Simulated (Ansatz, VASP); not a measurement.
# CdSnSe2 in two plane-wave programs

One calculation is typed for both programs; each brings its own data sets. How far apart do they land? The cell is invented: As first built, before any earlier steps moved the atoms (in the runner's words): it takes the SnPbSe2 structure with some of its atoms replaced by other elements, volume scaled by an estimate. It may not be a known or stable phase. Of the first pair: The cell is a member of a volume series, scaled by 1.02 from a relaxed one, so a pressure remains. Valence electrons are named where the data sets of a main pair hold unlike numbers.

Program: Ansatz 0.2.0. Level of theory: plane waves, with VASP 6.6.1 beside it; single point at r2SCAN with D4 and band structure at r2SCAN. Results are calculated unless marked as measured.

## 1. The starting structure

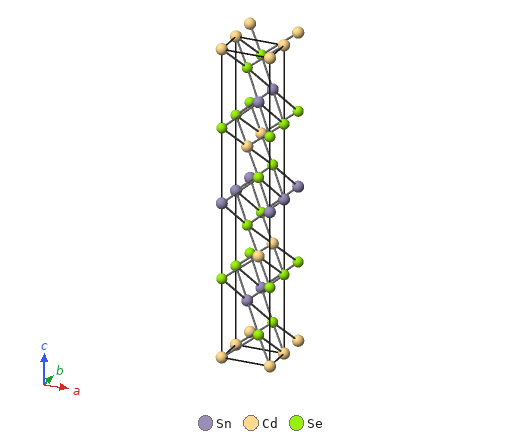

Start, viewed slightly off an axis; tin purple, cadmium orange, selenium green. 1×2×1 cells are drawn. This picture shows the conventional cell, with its axes. Bonds to atoms that aren't drawn are left out. Some periodic images of atoms are drawn too.

## 2. Ansatz: single point, r2SCAN with D4, volume scaled by 1.02

Ansatz runs on its default PAW (the set named soft_2) files.

A single point gives forces, pressure and levels at one fixed geometry, so differences don't come from the geometry; what else differs is listed under the comparison.

The input, input.yaml:

```yaml
crystal:
  lattice:
    - [2.088870611, 1.206010383, 6.7108055521]
    - [-2.088870611, 1.206010383, 6.7108055521]
    - [0.0, -2.4120198007, 6.7108055573]
  atoms:
    - { symbol: Sn, position: [0.5, 0.5, 0.5] }
    - { symbol: Cd, position: [0.0, 0.0, 0.0] }
    - { symbol: Se, position: [0.7444954559, 0.7444954559, 0.7444954559] }
    - { symbol: Se, position: [0.2555045441, 0.2555045441, 0.2555045441] }
hamiltonian:
  xc: r2scan
  pseudopotentials: { kind: paw }
  dispersion: d4
kpoints:
  mp_grid: { grid: [6, 6, 6] }
scf:
  occupations: { method: fermi_dirac, width: 0.05 }
  n_extra_bands: 5
output:
  forces: true
  stress: true
  eigenvalues: true
```

On the command line:

```bash
$ ansatz run input.yaml --threads 2 --pin off --max-ram 4608MiB --backend cpu --events-out ev --progress --plain --runs-dir out
```

Numbers of over 12 decimals in the logs are rounded to 6 here.

Log:

```text
basis.fft_grid_basis auto: the FFT boxes are laid along the combinations [[1, 0, -1], [0, 1, -1], [0, 0, 1]] of the cell's own vectors, 4.178, 4.178 and 7.131 Å long. The dense box has 32×32×54 points. Along the cell's own vectors, as sized, it would have 54×54×54, 2.85 times as many. Of the 12 symmetry operations that the crystal satisfies within crystal.symmetry.tolerance (time reversal apart; of a slab, those that [...]
scf.n_extra_bands = 5 over 33 filled bands (N_el = 66.0): the run solves 38 bands
Engine: ansatz 0.2.0, aarch64-unknown-linux-gnu
Pseudopotentials: kind: paw
Pseudopotential: Sn, paw, valence charge 14, recommended cutoff 500 eV (meta_gga), Sn.paw.azcp
Pseudopotential: Cd, paw, valence charge 20, recommended cutoff 500 eV (meta_gga), Cd.paw.azcp
Pseudopotential: Se, paw, valence charge 16, recommended cutoff 500 eV (meta_gga), Se.paw.azcp
Functional definition: r2SCAN
  parameter k0 = 0.174
  parameter k1 = 0.065
  parameter a1 = 4.9479
  exchange = r2scan_x(k0 = k0, k1 = k1, a1 = a1)
  correlation = r2scan_c
Crystal: 4 atoms, lattice volume = 101.435 Å³
Basis set: ecut = 500 eV, 2545 PW (Γ), FFT grids on a1−a3, a2−a3, a3, exchange–correlation on 128×128×216 points (64 copies of the dense FFT grid, shifted against one another)
Bands: 38, of which v1, the nominal top of the filled ones, is band 33 counted from 1 (32 counted from 0)
Symmetry: 12 space group operations
Space group: R-3m (ITA 166), of the structure as read, at distance tolerance 4.7e-5 Å
k-points: 32 of 216
Non-local potential: Sn, projectors of the file, l = 0: 2, l = 1: 2, l = 2: 2, l = 3: 2
Non-local potential: Cd, projectors of the file, l = 0: 3, l = 1: 2, l = 2: 2, l = 3: 1
Non-local potential: Se, projectors of the file, l = 0: 2, l = 1: 2, l = 2: 3, l = 3: 1
PAW form: soft (Blöchl's): semilocal exchange-correlation on the pseudo side does not see the compensation charge
PAW frozen core: Sn, regenerated for the run's functional (the file was generated under x = pbe(κ = 0.804, μ = 0.219515), c = pbe(β = 0.066725))
PAW frozen core: Cd, regenerated for the run's functional (the file was generated under x = pbe(κ = 0.804, μ = 0.219515), c = pbe(β = 0.066725))
PAW frozen core: Se, regenerated for the run's functional (the file was generated under x = pbe(κ = 0.804, μ = 0.219515), c = pbe(β = 0.066725))
PAW one-centre angular grid: Sn, 590 points (default); XC on 249 of its mesh's 2787 points in the sphere
PAW one-centre angular grid: Cd, 590 points (default); XC on 160 Gauss nodes
PAW one-centre angular grid: Se, 590 points (default); XC on 160 Gauss nodes
Initial density: superposition of atomic densities (neutral atoms: chi_scale 0, normalization atom), corrected by the library's trained network
Initial wavefunctions: pseudopotential atomic-orbital guess
Functional: x = r2scan, c = r2scan; τ floored in thin density (d = 2e-4 eV/Å³)
SCF iter   1: F=—  HF=-25265.684633 eV  |F-HF|=—  |Δ(HF+E_count)|=         —  Δρ=6.23e-3  dr2=4.61e-2  dr2_τ=1.77e-2  ethr=1.77e-3  ⟨swp⟩=6.3  Hψ=4459  notcnv=0
preconditioner: auto → Resta (q_TF=auto, 2.540 Å⁻¹)  ε∞=3.5  [insulator: Δε(μ)=0.221 eV  Ē_g=14.391 eV  σ=0.050 eV  W_gap=0.80  n_scr=28 (ndim 8)  ℏωp=22.7 eV  f_vac=0.025  D(μ)=0.08/eV (n_scr^D=0)  ε∞_Penn≈3.5]
SCF iter   2: F=—  HF=-25265.697754 eV  |F-HF|=—  |Δ(HF+E_count)|=   1.31e-2  Δρ=3.22e-3  dr2=9.72e-3  dr2_τ=8.17e-4  ethr=6.99e-5  ⟨swp⟩=3.0  Hψ=2396  notcnv=0  defer=8
SCF iter   3: F=—  HF=-25265.698593 eV  |F-HF|=—  |Δ(HF+E_count)|=   8.38e-4  Δρ=1.06e-3  dr2=1.05e-3  dr2_τ=7.13e-5  ethr=1.47e-5  ⟨swp⟩=3.0  Hψ=2345  notcnv=0  defer=8
SCF iter   4: F=—  HF=-25265.698861 eV  |F-HF|=—  |Δ(HF+E_count)|=   2.68e-4  Δρ=2.75e-4  dr2=5.25e-5  dr2_τ=2.53e-6  ethr=1.60e-6  ⟨swp⟩=2.0  Hψ=1656  notcnv=0  defer=8
SCF iter   5: F=—  HF=-25265.698890 eV  |F-HF|=—  |Δ(HF+E_count)|=   2.90e-5  Δρ=5.32e-5  dr2=2.54e-6  dr2_τ=1.24e-7  ethr=7.96e-8  ⟨swp⟩=3.0  Hψ=2270  notcnv=0  defer=8
SCF iter   6: F=—  HF=-25265.698891 eV  |F-HF|=—  |Δ(HF+E_count)|=   1.64e-6  Δρ=1.61e-5  dr2=1.73e-7  dr2_τ=1.65e-8  ethr=3.85e-9  ⟨swp⟩=2.0  Hψ=1656  notcnv=0  defer=8
SCF iter   7: F=-25265.698891 eV  HF=-25265.698891 eV  |F-HF|=2.30e-9  |Δ(HF+E_count)|=   9.71e-8  Δρ=3.91e-6  dr2=1.61e-8  dr2_τ=4.72e-10  ethr=1.52e-10  ⟨swp⟩=6.0  Hψ=5244  notcnv=0
SCF 1 converged in 7 iterations: F = -25265.698891 eV  dr2 = 1.61e-8
  greatest PAW one-centre occupation: 1.002 electrons in one spin orbital (limit 2), on the Cd atom at site 1 (counted from 0), in its partial waves of l = 1
SCF converged after 7 iterations
Free energy (F): -25265.698891 eV
Harris-Foulkes:  -25265.698891 eV  (|F-HF|=2.30e-9)
Internal energy: -25265.697881 eV  (E = F + TS)
E sigma→0 (E₀):  -25265.698386 eV
Entropy (-TS):   -0.001011 eV (-0.253 meV/atom)
Fermi energy:    9.981636 eV
--- Per-component energies (eV) ---
  E_band       = -1343.120591
  E_kinetic    = 927.512851
  E_local      = -9135.855105  (includes V_loc(G=0)·N_el)
  E_nonlocal   = -1188.942675
  E_hartree    = 4543.941821
  E_xc         = -740.912150
  E_vxc        = -562.467405  (∫ρ·V_xc dr)
  E_paw        = -12111.506932  (= ΣΔE_a)
  E_vpaw       = -505.190166  (= ΣTr[D̂ρ^β])
  E_aug_tail   = -0.000415  (compensation charges beyond the density's cutoff)
  E_vtau       = 33.932747  (kinetic-family band-sum trace: ∫τ·v_τ [+ j·A + Jᵃ·Aᵃ] dr)
  E_ewald      = -7556.033175
  E_disp       = -0.543108  (pairwise vdW)
  E_core_change = -3.358991  (= ΣΔE_core)
  E_smearing   = -0.001011  (= −TS)
  E_closure    = -0.000000  (closes the sum)
  Σ components = -25265.698891   (vs F -25265.698891, Δ=0.00e0)
--- Forces (eV/Å), atoms counted from 1 ---
  atom   1  Sn     0.00000000    -0.00000000     0.00000000
  atom   2  Cd     0.00000000     0.00000000     0.00000000
  atom   3  Se    -0.00000000    -0.00000000    -0.02570184
  atom   4  Se     0.00000000     0.00000000     0.02570184
  max |Σ_I F_I| component: 3.47e-18 eV/Å
--- Stress (GPa, compression-positive) ---
       -1.177987       0.000000       0.000000
        0.000000      -1.177987       0.000000
        0.000000       0.000000      -1.013977
  P = ⅓ Tr σ = -1.1233 GPa (-11.233 kbar)
--- Band table (eV; the first three rows and the last of 32) ---
  k-point 0: bands = [... 29 lower, 7.8262, 7.8262, 8.2535, 8.2535, 11.1524, 12.2660, 12.2660, 13.2223, ... 1 higher]
  k-point 1: bands = [... 29 lower, 7.6439, 7.8238, 7.8793, 9.3307, 11.0030, 12.3649, 12.8098, 14.1690, ... 1 higher]
  k-point 2: bands = [... 29 lower, 7.2896, 7.3305, 7.4213, 8.9476, 10.8110, 12.8051, 13.4838, 14.2876, ... 1 higher]
  k-point 31: bands = [... 29 lower, 7.9697, 8.0342, 8.0342, 9.9005, 10.5449, 12.8498, 12.8498, 13.9086, ... 1 higher]
```

Run time: 7.8 s. Hardware: 2 threads of Arm Neoverse V2, shared host; peak memory 0.68 GiB.

The column dr2 measures how far the density is from self-consistency, as an energy; F and HF (Harris–Foulkes) agree once it is small.

The run ends at a pressure of -1.12 GPa, with forces up to 0.026 eV/Å.

## 3. VASP: single point, r2SCAN with D4, volume scaled by 1.02

The same cell, functional, mesh and smearing now go to VASP, with its own data sets.

Lines of VASP's logs that name or quote its potential files are left out, and so is its time.

The input, INCAR:

```
SYSTEM = CdSnSe2
PREC = Accurate
ENCUT = 400
EDIFF = 1E-06
NELM = 100
ISMEAR = -1
SIGMA = 0.05
LREAL = .FALSE.
ALGO = Normal
METAGGA = R2SCAN
IVDW = 13
VDW_S6 = 1
VDW_S8 = 0.6018749
VDW_A1 = 0.51559235
VDW_A2 = 5.77342911
LASPH = .TRUE.
NBANDS = 25
LORBIT = 11
LWAVE = .FALSE.
LCHARG = .FALSE.
KPAR = 2
ISIF = 2
```

The input, POSCAR:

```
CdSnSe2
1.0
    2.0888706110      1.2060103830      6.7108055521
   -2.0888706110      1.2060103830      6.7108055521
    0.0000000000     -2.4120198007      6.7108055573
Sn Cd Se
1 1 2
Direct
    0.5000000000      0.5000000000      0.5000000000
    0.0000000000      0.0000000000      0.0000000000
    0.7444954559      0.7444954559      0.7444954559
    0.2555045441      0.2555045441      0.2555045441
```

The input, KPOINTS:

```
Automatic mesh
0
Gamma
6 6 6
0 0 0
```

The projector-augmented-wave data sets are Sn_d, Cd and Se (PBE family, release 64).

On the command line:

```bash
$ mpirun -np 2 vasp_std
```

Log:

```text
[banner, memory and clock lines left out]
running    2 mpi-ranks, on    1 nodes
 distrk:  each k-point on    1 cores,    2 groups
 distr:  one band on    1 cores,    1 groups

 POSCAR found type information on POSCAR SnCdSe
 POSCAR found :  3 types and       4 ions
|                                                                             |
|               ----> ADVICE to this user running VASP <----                  |
|                                                                             |
|     You enforced a specific xc type in the INCAR file but a different       |
|     [... a line on the potential file left out ...]
|     I HOPE YOU KNOW WHAT YOU ARE DOING!                                     |
|                                                                             |

 LDA part: xc-table for (None), standard interpolation
 POSCAR, INCAR and KPOINTS ok, starting setup
 FFT: planning ... GRIDC
 FFT: planning ... GRID_SOFT
 FFT: planning ... GRID
 WAVECAR not read
 entering main loop
       N       E                     dE             d eps       ncg     rms          rms(c)
DAV:   1     0.224207262085E+03    0.22421E+03   -0.16459E+04  1657   0.150E+03
DAV:   2    -0.540634731714E+02   -0.27827E+03   -0.27077E+03  1721   0.408E+02
DAV:   3    -0.829788883217E+02   -0.28915E+02   -0.28136E+02  1992   0.125E+02
DAV:   4    -0.838037036668E+02   -0.82482E+00   -0.82337E+00  1801   0.219E+01
DAV:   5    -0.838204877900E+02   -0.16784E-01   -0.16782E-01  2154   0.336E+00    0.605E+00
DAV:   6    -0.755175044416E+02    0.83030E+01   -0.47861E+00  1753   0.265E+01    0.772E+00
DAV:   7    -0.754907773157E+02    0.26727E-01   -0.41083E-01  1876   0.470E+00    0.502E+00
DAV:   8    -0.755096092143E+02   -0.18832E-01   -0.13810E-01  1781   0.331E+00    0.133E+00
DAV:   9    -0.755184053298E+02   -0.87961E-02   -0.27412E-02  1952   0.117E+00    0.243E-01
DAV:  10    -0.755180576500E+02    0.34768E-03   -0.53386E-03  1673   0.615E-01    0.167E-01
DAV:  11    -0.755180938629E+02   -0.36213E-04   -0.58301E-04  1808   0.269E-01    0.403E-02
DAV:  12    -0.755181200749E+02   -0.26212E-04   -0.47607E-05  1885   0.619E-02    0.218E-02
DAV:  13    -0.755181230524E+02   -0.29775E-05   -0.12335E-05  1771   0.288E-02    0.491E-03
DAV:  14    -0.755181233114E+02   -0.25900E-06   -0.63296E-07  1045   0.784E-03
   1 F= -.76060556E+02 E0= -.76060022E+02  d E =-.106646E-02
```

OUTCAR, selected parts (step 3):

```text
ion  position               nearest neighbor table
   1  0.500  0.500  0.500-   4 3.00   3 3.00   4 3.00   4 3.00   3 3.00   3 3.00
   2  0.000  0.000  0.000-   3 2.88   4 2.88   3 2.88   3 2.88   4 2.88   4 2.88
   3  0.744  0.744  0.744-   2 2.88   2 2.88   2 2.88   1 3.00   1 3.00   1 3.00
   4  0.256  0.256  0.256-   2 2.88   2 2.88   2 2.88   1 3.00   1 3.00   1 3.00

  LATTYP: Found a trigonal (rhomboedric) cell.
 ALAT       =     7.1311115986
 COS(alpha) =     0.8283915594

 Subroutine GETGRP returns: Found 12 space group operations
 (whereof 12 operations were pure point group operations)

The static configuration has the point symmetry D_3d.

 Found     32 irreducible k-points:

   k-points           NKPTS =     32   k-points in BZ     NKDIM =     32   number of bands    NBANDS=     25

   dimension x,y,z NGX =    48 NGY =   48 NGZ =   48
   dimension x,y,z NGXF=    96 NGYF=   96 NGZF=   96

   ENCUT  =  400.0 eV  29.40 Ry    5.42 a.u.  11.63 11.63 11.63*2*pi/ulx,y,z

   NELECT =      38.0000    total number of electrons

 k-points in reciprocal lattice and weights: Automatic mesh
   0.00000000  0.00000000  0.00000000       0.005
   0.16666667  0.00000000 -0.00000000       0.028
   0.33333333  0.00000000 -0.00000000       0.028
   0.50000000  0.00000000 -0.00000000       0.014
   0.16666667  0.16666667 -0.00000000       0.028
   0.33333333  0.16666667 -0.00000000       0.056
   0.50000000  0.16666667 -0.00000000       0.056
  -0.33333333  0.16666667  0.00000000       0.056
  -0.16666667  0.16666667  0.00000000       0.028
[...]
-0.33333333  0.50000000  0.33333333       0.028
   0.50000000  0.50000000  0.50000000       0.005

 average (electrostatic) potential at core
       1-108.5080       2 -43.0539       3 -58.2289       4 -58.2289

 E-fermi :   4.4666

 k-point     1 :       0.0000    0.0000    0.0000
  band No.  band energies     occupation
    ...
     15       2.3201      2.00000
     16       2.3218      2.00000
     17       2.3218      2.00000
     18       2.7453      2.00000
     19       2.7453      2.00000
     20       5.6376      0.00000
     21       6.7549      0.00000
     22       6.7549      0.00000
     23       7.7017      0.00000
     24      11.1285      0.00000
    ...

 k-point     2 :       0.1667    0.0000   -0.0000
  band No.  band energies     occupation
    ...
     15       1.2341      2.00000
     16       2.1381      2.00000
     17       2.3186      2.00000
     18       2.3711      2.00000
     19       3.8202      2.00000
     20       5.4855      0.00000
     21       6.8522      0.00000
     22       7.2988      0.00000
     23       8.6524      0.00000
     24       9.9357      0.00000
    ...

 k-point     3 :       0.3333    0.0000   -0.0000
  band No.  band energies     occupation
    ...
     15      -0.2668      2.00000
     16       1.7820      2.00000
     17       1.8221      2.00000
     18       1.9135      2.00000
     19       3.4344      2.00000
     20       5.2928      0.00000
     21       7.2918      0.00000
     22       7.9723      0.00000
     23       8.7781      0.00000
     24       9.4172      0.00000
    ...

  DFT-D4 for vdW energy calculation

  Edisp (eV):   -0.54243

  Total      -0.80342    -0.80342    -0.71450     0.00000    -0.00000     0.00000
  in kB     -12.69010   -12.69011   -11.28564     0.00000    -0.00000     0.00000
  external pressure =      -12.22 kB  Pullay stress =        0.00 kB

  energy-cutoff  :      400.00
  volume of cell :      101.44
      direct lattice vectors                 reciprocal lattice vectors
     2.088870611  1.206010383  6.710805552     0.239363797  0.138196747  0.049671129
    -2.088870611  1.206010383  6.710805552    -0.239363797  0.138196747  0.049671129
     0.000000000 -2.412019801  6.710805557     0.000000000 -0.276393493  0.049671149

 POSITION                                       TOTAL-FORCE (eV/Angst)
 -----------------------------------------------------------------------------------
      0.00000      0.00000     10.06621         0.000000     -0.000000      0.000000
      0.00000      0.00000      0.00000        -0.000000     -0.000000      0.000000
      0.00000      0.00000     14.98849        -0.000000     -0.000000     -0.009400
      0.00000      0.00000      5.14392        -0.000000      0.000000      0.009400
 -----------------------------------------------------------------------------------
    total drift:                                0.000000      0.000000     -0.000000

  FREE ENERGIE OF THE ION-ELECTRON SYSTEM (eV)
  ---------------------------------------------------
  free  energy   TOTEN  =       -76.0605555742 eV

  energy  without entropy=      -76.0594891179  energy(sigma->0) =      -76.06002235

 total charge
# of ion       s       p       d       tot
------------------------------------------
    1        1.389   0.650   9.988  12.026
    2        0.386   0.225   9.583  10.193
    3        1.462   2.386   0.022   3.869
    4        1.462   2.386   0.022   3.869
--------------------------------------------------
tot          4.698   5.646  19.614  29.958

[... 3 further parts left out ...]
```

The scan keeps the cell's shape and the fractional positions fixed.

## 4. Comparison

Known differences besides the potentials themselves: VASP keeps PBE cores, Ansatz makes them for the functional; the data sets hold 66 valence electrons in Ansatz (on its default PAW (the set named soft_2) files) and 38 in VASP; the cutoff is 500 eV in Ansatz and 400 eV in VASP. Total energies have different zeros and are not compared.

Compared:

```csv
quantity,Ansatz,VASP,difference
pressure (GPa),-1.12,-1.22,+0.10
gap on the k mesh (eV),0.192,0.183,+0.008
```

At this near-relaxed geometry the largest component of a force difference is 16 meV/Å. A gap on the mesh is an upper bound, since the band edges may lie between its points. Ansatz's pressure holds a Pulay correction of 0.03 GPa; VASP's holds none.

## 5. Ansatz: single point, r2SCAN with D4, volume scaled by 1.06

With cell and atoms fixed, the geometry can't cause a difference; cores, projectors, grids and the points listed under the comparison can. The cell compared in this pair holds 105.41 Å³, against 101.44 Å³ for the pair before.

The cell is a member of a volume series, scaled by 1.06 from a relaxed one, so a pressure remains.

input.yaml: that of step 2 with these lines changed.

```diff
@@ -2,5 +2,5 @@
   lattice:
-    - [2.088870611, 1.206010383, 6.7108055521]
-    - [-2.088870611, 1.206010383, 6.7108055521]
-    - [0.0, -2.4120198007, 6.7108055573]
+    - [2.1158267533, 1.2215735239, 6.797406143]
+    - [-2.1158267533, 1.2215735239, 6.797406143]
+    - [0.0, -2.4431460699, 6.7974061483]
   atoms:
```

On the command line:

```bash
$ ansatz run input.yaml --threads 2 --pin off --max-ram 4608MiB --backend cpu --events-out ev --progress --plain --runs-dir out
```

Log:

```text
[...]
Crystal: 4 atoms, lattice volume = 105.413 Å³
Basis set: ecut = 500 eV, 2707 PW (Γ), FFT grids on a1−a3, a2−a3, a3, exchange–correlation on 128×128×216 points (64 copies of the dense FFT grid, shifted against one another)
Bands: 38, of which v1, the nominal top of the filled ones, is band 33 counted from 1 (32 counted from 0)
Symmetry: 12 space group operations
[...]
k-point 0: bands = [... 29 lower, 7.3302, 7.3302, 7.7179, 7.7179, 10.5695, 11.6623, 11.6623, 12.4010, ... 1 higher]
  k-point 1: bands = [... 29 lower, 7.1557, 7.3234, 7.3701, 8.6849, 10.3708, 11.7000, 12.1598, 13.4343, ... 1 higher]
  k-point 2: bands = [... 29 lower, 6.8201, 6.8523, 6.9325, 8.3372, 10.1980, 12.1260, 12.7789, 13.5704, ... 1 higher]
  k-point 31: bands = [... 29 lower, 7.4688, 7.5107, 7.5107, 9.2216, 9.8753, 12.1899, 12.1899, 13.3152, ... 1 higher]
[key lines of the parts left out:]
SCF converged after 7 iterations
Free energy (F): -25265.646207 eV
Fermi energy:    9.353011 eV
P = ⅓ Tr σ = -2.9682 GPa (-29.682 kbar)
```

Run time: 7.9 s. Hardware: 2 threads; peak memory 0.69 GiB; 16 s of CPU time.

The run ends at a pressure of -2.97 GPa, with forces up to 0.069 eV/Å.

(Continued in part 2 of 2.)

[Lines on the potential files, build, host, timing and source positions are cut from VASP's logs without a mark.]

[Logs are printed without paths, hosts, clocks, repeated set-up lines and the standing remarks that a program may print on its own settings, such as how far it seeks lower states.]

[Hosts, paths, dates, database ids (printed as entryN), source tags and the programs' standing remarks are cut or masked in the printed files.]
